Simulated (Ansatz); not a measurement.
# GeCO+ (doublet): from Hartree-Fock to the top rungs, cc-pVTZ

How much of the correlation energy of GeCO+ (doublet) does each wave-function method recover here?

Method: cc-pVTZ, core rule «outside noble gas», up to 16 orbitals frozen; program: Ansatz 0.2.0, Gaussian basis.

Plan: UHF; CCSD(T) on ROHF; CCSD(T) on UHF; BCCD(T) on ROHF; CCSDT(Q) on ROHF; CCSDT(Q) on UHF; CASSCF and NEVPT2, 13 electrons in 12 orbitals.

3 further runs of the same task are left out: 3 set aside as unsound or not needed.

**1. The system**

The geometry is a PBE0/def2-TZVP stationary point (not a proven minimum) of the parent state, kept for this charge and spin. No spin-orbit coupling is included. The filled d shell of Ge may be among the frozen orbitals whatever the setting's name suggests; the logs give the count.

3 atoms, charge 1, spin multiplicity 2.

Atoms are counted from 1 here; the program's logs count them from 0.

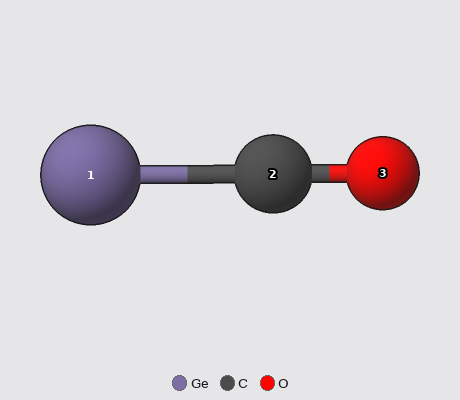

The structure; germanium purple, carbon dark grey, oxygen red; atoms are numbered from 1 in the order of the file.

In the tables R marks a restricted open-shell determinant and U an unrestricted one; 'valence' is the active space of 13 electrons in 12 orbitals; energies count from the table's Hartree-Fock row.

**2. UHF**

File in.yaml:

```yaml
crystal:
  periodic: [false, false, false]
  atoms:
    - {symbol: Ge, position_ang: [0.000000, 0.000000, 1.665367]}
    - {symbol: C, position_ang: [0.000000, 0.000000, -0.256233]}
    - {symbol: O, position_ang: [0.000000, 0.000000, -1.409133]}
basis:
  gaussian: {orbitals: cc-pVTZ}
total_charge: 1
magnetization: {spin_polarized: true, initial_magnetization: 1}
hamiltonian: {xc: hf}
output: {orbitals: {seedname: orbitals}}
```

The run is started by

```console
$ ansatz run in.yaml --threads 1 --pin off --events-out ev --progress --plain --max-ram 4096MiB --backend cpu
```

Standard output:

```text
Functional definition: HF
  name "HF"
  cite "Fock, Z. Phys. 61, 126 (1930) doi:10.1007/BF01340294"
  parent pbe
  exchange = exact_x
  correlation = 0
900 factors; their error is unknown
mean field evaluation 1: about -59525.2114 eV, gradient 4.3e1 eV
mean field evaluation 2: about -59525.7817 eV, gradient 4.6e1 eV
mean field evaluation 4: about -59533.6324 eV, gradient 2.4e0 eV
mean field evaluation 8: about -59533.8073 eV, gradient 1.8e-1 eV
mean field evaluation 16: about -59534.6844 eV, gradient 7.7e-2 eV
mean field evaluation 32: about -59534.6525 eV, gradient 4.6e-1 eV
mean field evaluation 64: about -59521.8113 eV, gradient 1.6e1 eV
mean field evaluation 96: about -59534.5511 eV, gradient 1.7e0 eV
mean field evaluation 128: about -59525.1064 eV, gradient 1.1e1 eV
mean field -59534.68544976 eV, -2187.8593362194 hartree, gradient 2.4e-5 eV, S^2 0.779549; 0 other end points of the search recorded, 0 dependent functions left out
reference -59534.68544976 eV, -2187.8593362194 hartree; 23, 22 occupied and 80, 81 virtual orbitals, 900 factors
Total energy: -59534.68544976 eV, -2187.8593362194 hartree
```

Run time: 8.5 s. Hardware: 1 thread of AMD EPYC 7R13, shared host; peak memory 0.33 GiB.

From the report: ⟨S²⟩ of the determinant 0.780 (pure doublet: 0.75).

**3. CCSD(T) on ROHF**

Changes to in.yaml since step 2:

```diff
@@ -9,4 +9,3 @@
 total_charge: 1
-magnetization: {spin_polarized: true, initial_magnetization: 1}
-hamiltonian: {xc: hf}
-output: {orbitals: {seedname: orbitals}}
+magnetization: {spin_polarized: false, initial_magnetization: 1}
+correlation: {method: ccsd_t, electrons: outside_noble_gas}
```

The run is started by

```console
$ ansatz run in.yaml --threads 2 --pin off --events-out ev --progress --plain --max-ram 24576MiB --backend cuda --devices 0, --max-vram 18GiB
```

Standard output, shortened:

```text
Functional definition: HF
  name "HF"
  cite "Fock, Z. Phys. 61, 126 (1930) doi:10.1007/BF01340294"
  parent pbe
[...]
659 factors; integrals over basis functions are off by at most 1.3e-3 eV
[...]
mean field -59534.57273425 eV, -2187.8551940009 hartree, gradient 2.9e-6 eV, S^2 0.750000; 3 other end points of the search recorded, 0 dependent functions left out
[...]
16 core orbitals not correlated: weight in the atoms' cores, before any rotation towards them, 0.999 or more for the frozen orbitals, at most 0.001 for the correlated occupied ones
reference -59534.57273425 eV, -2187.8551940009 hartree; 7, 6 occupied and 80, 81 virtual orbitals, 659 factors
second order -11.65698147 eV of doubles, -0.05275017 eV of singles
cycle   1  -11.31259205 eV  change    4.0e-1 eV  update   1.2e-1
[...]
cycle  12  -11.92282705 eV  change   -4.0e-6 eV  update   7.3e-6
perturbative correction -0.61845967 eV, -0.0227279738 hartree
Total energy: -59547.11402097 eV, -2188.3160777870 hartree
```

Wall time 11 s (1 × H100 (card shared with other runs) with 2 threads of AMD EPYC 7R13, shared host); peak host memory 0.79 GiB.

From the report: correlation -12.5413 eV; T1 0.024; largest double amplitude 0.08.

**4. CCSD(T) on UHF**

Changes to in.yaml since step 3:

```diff
@@ -9,3 +9,3 @@
 total_charge: 1
-magnetization: {spin_polarized: false, initial_magnetization: 1}
+magnetization: {spin_polarized: true, initial_magnetization: 1}
 correlation: {method: ccsd_t, electrons: outside_noble_gas}
```

Launched as before.

Standard output, shortened:

```text
Functional definition: HF
  name "HF"
  cite "Fock, Z. Phys. 61, 126 (1930) doi:10.1007/BF01340294"
  parent pbe
[...]
659 factors; integrals over basis functions are off by at most 1.3e-3 eV
[...]
mean field -59534.68614657 eV, -2187.8593618268 hartree, gradient 1.3e-6 eV, S^2 0.779548; 8 other end points of the search recorded, 0 dependent functions left out
determinant -59534.68614657 eV, -2187.8593618268 hartree, with singles and doubles -59546.59028154 eV, -2188.2968307181 hartree
determinant -59531.22723273 eV, -2187.7322490876 hartree, with singles and doubles -59543.00643196 eV, -2188.1651266751 hartree
16 core orbitals not correlated: weight in the atoms' cores, before any rotation towards them, 0.999 or more for the frozen orbitals, at most 0.001 for the correlated occupied ones
reference -59534.68614657 eV, -2187.8593618268 hartree; 7, 6 occupied and 80, 81 virtual orbitals, 659 factors
second order -11.53815384 eV of doubles, -0.00000000 eV of singles
cycle   1  -11.77900542 eV  change    -1.0e0 eV  update   2.4e-2
[...]
cycle  10  -11.81630293 eV  change    4.6e-6 eV  update   6.7e-6
perturbative correction -0.61008425 eV, -0.0224201828 hartree
Total energy: -59547.11253375 eV, -2188.3160231329 hartree
```

Wall time 13 s (1 × H100 (card shared with other runs) with 2 threads of AMD EPYC 7R13, shared host); peak host memory 0.8 GiB.

From the report: ⟨S²⟩ of the determinant 0.780 (pure doublet: 0.75); correlation -12.4264 eV; T1 0.024; largest double amplitude 0.08.

**5. BCCD(T) on ROHF**

Changes to in.yaml since step 4:

```diff
@@ -9,3 +9,3 @@
 total_charge: 1
-magnetization: {spin_polarized: true, initial_magnetization: 1}
-correlation: {method: ccsd_t, electrons: outside_noble_gas}
+magnetization: {spin_polarized: false, initial_magnetization: 1}
+correlation: {method: bccd_t, electrons: outside_noble_gas}
```

Same command.

Standard output, shortened:

```text
Functional definition: HF
  name "HF"
  cite "Fock, Z. Phys. 61, 126 (1930) doi:10.1007/BF01340294"
  parent pbe
[...]
659 factors; integrals over basis functions are off by at most 1.3e-3 eV
[...]
mean field -59534.57273425 eV, -2187.8551940009 hartree, gradient 2.9e-6 eV, S^2 0.750000; 3 other end points of the search recorded, 0 dependent functions left out
[...]
16 core orbitals not correlated: weight in the atoms' cores, before any rotation towards them, 0.999 or more for the frozen orbitals, at most 0.001 for the correlated occupied ones
reference -59534.57273425 eV, -2187.8551940009 hartree; 7, 6 occupied and 80, 81 virtual orbitals, 659 factors
second order -11.65698147 eV of doubles, -0.05275017 eV of singles
cycle   1  -11.26926284 eV  change    4.4e-1 eV  update   1.2e-1
[...]
cycle  13  -11.87859050 eV  change    1.1e-5 eV  update   6.6e-6
perturbative correction -0.66608225 eV, -0.0244780713 hartree
Total energy: -59547.11740700 eV, -2188.3162022214 hartree
```

Run time: 9.5 s. Hardware: 1 × H100 (card shared with other runs) with 2 threads of AMD EPYC 7R13, shared host; peak host memory 0.81 GiB.

From the report: correlation -12.5447 eV; largest double amplitude 0.08.

**6. CCSDT(Q) on ROHF**

Changes to in.yaml since step 5:

```diff
@@ -10,2 +10,2 @@
 magnetization: {spin_polarized: false, initial_magnetization: 1}
-correlation: {method: bccd_t, electrons: outside_noble_gas}
+correlation: {method: ccsdt_q, electrons: outside_noble_gas}
```

The command is unchanged.

Standard output, shortened:

```text
Functional definition: HF
  name "HF"
  cite "Fock, Z. Phys. 61, 126 (1930) doi:10.1007/BF01340294"
  parent pbe
[...]
1206 factors; integrals over basis functions are off by at most 2.1e-7 eV
[...]
mean field -59534.57276666 eV, -2187.8551951918 hartree, gradient 2.9e-6 eV, S^2 0.750000; 3 other end points of the search recorded, 0 dependent functions left out
[...]
16 core orbitals not correlated: weight in the atoms' cores, before any rotation towards them, 0.999 or more for the frozen orbitals, at most 0.001 for the correlated occupied ones
reference -59534.57276666 eV, -2187.8551951918 hartree; 7, 6 occupied and 80, 81 virtual orbitals, 1206 factors
second order -11.65700598 eV of doubles, -0.05275032 eV of singles
cycle   1  -11.31259810 eV  change    4.0e-1 eV  update   1.4e-1
[...]
cycle  20  -12.55348885 eV  change   -6.6e-7 eV  update   3.4e-7
perturbative correction -0.04207524 eV, -0.0015462365 hartree
Total energy: -59547.16833074 eV, -2188.3180736343 hartree
```

Run time: 49 s. Hardware: 1 × H100 (card shared with other runs) with 2 threads of AMD EPYC 7R13, shared host; peak host memory 1.4 GiB.

From the report: correlation -12.5956 eV; T1 0.023; largest double amplitude 0.08.

**7. CCSDT(Q) on UHF**

Changes to in.yaml since step 6:

```diff
@@ -9,3 +9,3 @@
 total_charge: 1
-magnetization: {spin_polarized: false, initial_magnetization: 1}
+magnetization: {spin_polarized: true, initial_magnetization: 1}
 correlation: {method: ccsdt_q, electrons: outside_noble_gas}
```

Launched as before.

Standard output, shortened:

```text
Functional definition: HF
  name "HF"
  cite "Fock, Z. Phys. 61, 126 (1930) doi:10.1007/BF01340294"
  parent pbe
[...]
1206 factors; integrals over basis functions are off by at most 2.1e-7 eV
[...]
mean field -59534.68617929 eV, -2187.8593630291 hartree, gradient 1.3e-6 eV, S^2 0.779549; 8 other end points of the search recorded, 0 dependent functions left out
determinant -59534.68617929 eV, -2187.8593630291 hartree, with singles and doubles -59546.59033799 eV, -2188.2968327926 hartree
determinant -59531.22726706 eV, -2187.7322503493 hartree, with singles and doubles -59543.00646290 eV, -2188.1651278122 hartree
16 core orbitals not correlated: weight in the atoms' cores, before any rotation towards them, 0.999 or more for the frozen orbitals, at most 0.001 for the correlated occupied ones
reference -59534.68617929 eV, -2187.8593630291 hartree; 7, 6 occupied and 80, 81 virtual orbitals, 1206 factors
second order -11.53817744 eV of doubles, -0.00000000 eV of singles
cycle   1  -11.19085257 eV  change    3.5e-1 eV  update   1.4e-1
[...]
cycle  18  -12.44270298 eV  change    7.2e-7 eV  update   1.2e-6
perturbative correction -0.04950522 eV, -0.0018192833 hartree
Total energy: -59547.17838749 eV, -2188.3184432129 hartree
```

Run time: 53 s. Hardware: 1 × H100 (card shared with other runs) with 2 threads of AMD EPYC 7R13, shared host; peak host memory 1.2 GiB.

From the report: ⟨S²⟩ of the determinant 0.780 (pure doublet: 0.75); correlation -12.4922 eV; T1 0.024; largest double amplitude 0.08.

**8. CASSCF and NEVPT2, 13 electrons in 12 orbitals**

Changes to in.yaml since step 7:

```diff
@@ -9,3 +9,3 @@
 total_charge: 1
-magnetization: {spin_polarized: true, initial_magnetization: 1}
-correlation: {method: ccsdt_q, electrons: outside_noble_gas}
+magnetization: {spin_polarized: false, initial_magnetization: 1}
+correlation: {method: sc_nevpt2, electrons: outside_noble_gas, active_space: {window: {electrons: 13, orbitals: 12}, shells: [{species: C, l: s, shell: 2}, {species: C, l: p, shell: 2}, {species: Ge, l: s, shell: 4}, {species: Ge, l: p, shell: 4}, {species: O, l: s, shell: 2}, {species: O, l: p, shell: 2}]}}
```

Launched as before.

Standard output:

```text
Functional definition: HF
  name "HF"
  cite "Fock, Z. Phys. 61, 126 (1930) doi:10.1007/BF01340294"
  parent pbe
  exchange = exact_x
  correlation = 0
1206 factors; integrals over basis functions are off by at most 2.1e-7 eV
mean field evaluation 1: about -59526.0994 eV, gradient 5.9e1 eV
mean field evaluation 2: about -59526.1021 eV, gradient 5.9e1 eV
mean field evaluation 4: about -59534.3281 eV, gradient 7.6e0 eV
mean field evaluation 8: about -59534.5692 eV, gradient 4.7e-1 eV
mean field evaluation 16: about -59534.3101 eV, gradient 4.9e0 eV
mean field evaluation 32: about -59534.5714 eV, gradient 2.1e-1 eV
mean field -59534.57276666 eV, -2187.8551951918 hartree, gradient 2.9e-6 eV, S^2 0.750000; 3 other end points of the search recorded, 0 dependent functions left out
reference -59534.57276666 eV, -2187.8551951918 hartree; 23, 22 occupied and 80, 81 virtual orbitals, 1206 factors
state -59539.55727480 eV, -2188.0383724873 hartree
state -59539.55727480 eV, -2188.0383724873 hartree; corrected -59545.76797853 eV, -2188.2666116398 hartree
Total energy: -59545.76797853 eV, -2188.2666116398 hartree
Checks for a lower state left out: starts, orbital_swaps
```

It took 49 s on 1 × H100 (card shared with other runs) with 2 threads of AMD EPYC 7R13, shared host; peak host memory 0.81 GiB.

From the report: 182,952 determinants; active occupations 2.00, 1.98, 1.98, 1.95, 1.94, 1.94, 1.00, 0.07, 0.05, 0.05, 0.03, 0.02.

**9. Natural occupations**

Natural occupations of the CASSCF valence state about the gap (report; correlated orbitals 3 to 12): 1.977, 1.948, 1.937, 1.937, 1.002, 0.070, 0.055, 0.051, 0.026, 0.018. The count of effectively unpaired electrons, Σ n²(2 − n)², is 1.09; a single determinant of this spin has 1.

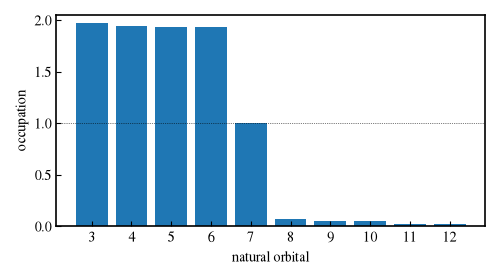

Natural occupations of the CASSCF valence state.

**10. Misses and costs**

The yardstick is UCCSDT(Q), where the cluster series has nearly closed. Rows without a time come out of other runs: HF, MP2 and CCSD of CCSD(T), CCSDT of CCSDT(Q), CASSCF and MRCISD of the multireference runs.

Differences are taken before rounding.

```
        method  energy from the lowest ROHF (kJ/mol)  from UCCSDT(Q) (kJ/mol)   time
           ROHF                                  0.0                  +1216.3       
           UHF                                -10.9                  +1205.3       
          RMP2                              -1129.8                    +86.4       
          UMP2                              -1124.2                    +92.1       
         RCCSD                              -1150.4                    +65.9       
         UCCSD                              -1151.0                    +65.2       
      RCCSD(T)                              -1210.1                     +6.2   11 s
      UCCSD(T)                              -1209.9                     +6.4   13 s
       BCCD(T)                              -1210.4                     +5.9  9.5 s
        RCCSDT                              -1211.2                     +5.0       
        UCCSDT                              -1211.5                     +4.8       
     RCCSDT(Q)                              -1215.3                     +1.0   49 s
     UCCSDT(Q)                              -1216.3                        0   53 s
CASSCF valence                               -480.9                   +735.3       
NEVPT2 valence                              -1080.2                   +136.1   49 s
```

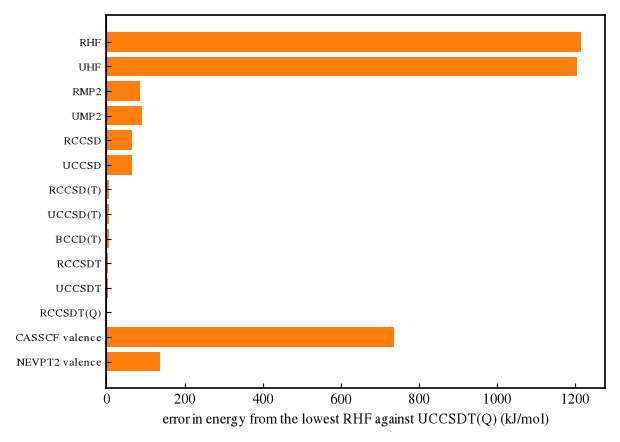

Deviations from UCCSDT(Q), method by method.

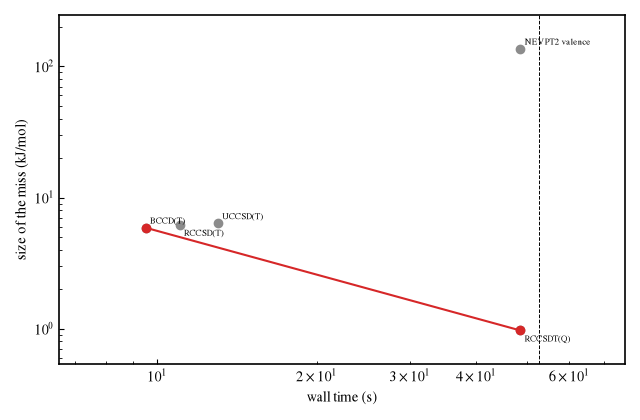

Miss against cost. Red marks the levels that no quicker level drawn beats (of those quicker than the yardstick), and the dashed line is the time of UCCSDT(Q). Times are from a shared host.

**11. Results**

| quantity | value |
| --- | --- |
| UCCSDT(Q) from the ROHF energy | -12.6057 eV |
| RMP2 from UCCSDT(Q) | +86.4 kJ/mol |
| UMP2 from UCCSDT(Q) | +92.1 kJ/mol |
| RCCSD from UCCSDT(Q) | +65.9 kJ/mol |
| RCCSD(T) from UCCSDT(Q) | +6.2 kJ/mol |
| UCCSD(T) from UCCSDT(Q) | +6.4 kJ/mol |
| RCCSDT(Q) from UCCSDT(Q) | +1.0 kJ/mol |
| NEVPT2 valence from UCCSDT(Q) | +136.1 kJ/mol |
| levels within 1 kcal/mol (43 meV) | RCCSDT(Q) |
| T1 diagnostic | 0.024 |
| effectively unpaired electrons | 1.09 |

What this shows: RCCSD(T) lands +6.2 kJ/mol from the yardstick (0.5 % of the correlation energy). One determinant dominates. These misses are within one basis, not against nature; the frozen cores of restricted and unrestricted runs differ, which can shift their rows.

For cost: RCCSDT(Q) gets within 1.0 kJ/mol in 49 s, where UCCSDT(Q) took 53 s; the quickest level in the cost chart, BCCD(T), takes 9.5 s and misses by 5.9 kJ/mol.
